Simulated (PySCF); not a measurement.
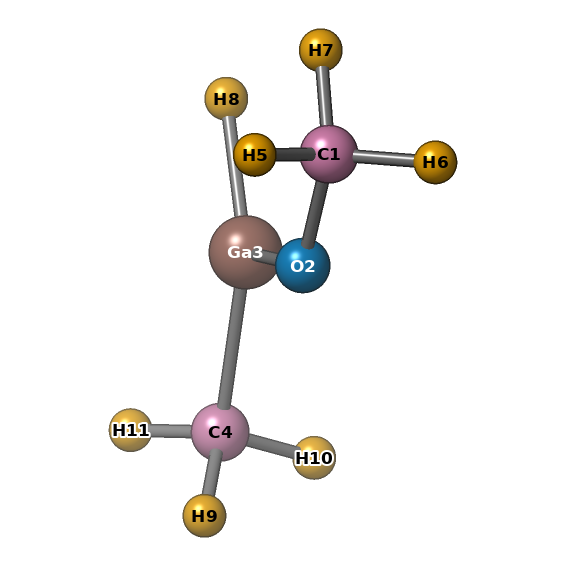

Ga3 lies behind O2. The molecule seen a little off the O2–Ga3 bond, O2 in front. Atoms fade into the background with distance from the viewer. The geometry was computed by an optimisation with PBE0-D3(BJ)/def2-SVP. No frequency run is at hand to confirm it as a minimum.

Q: What is the torsion angle C1–O2–Ga3–C4? The sign is positive where the front bond must turn clockwise to cover the back bond.

A: 180°, antiperiplanar (anti).
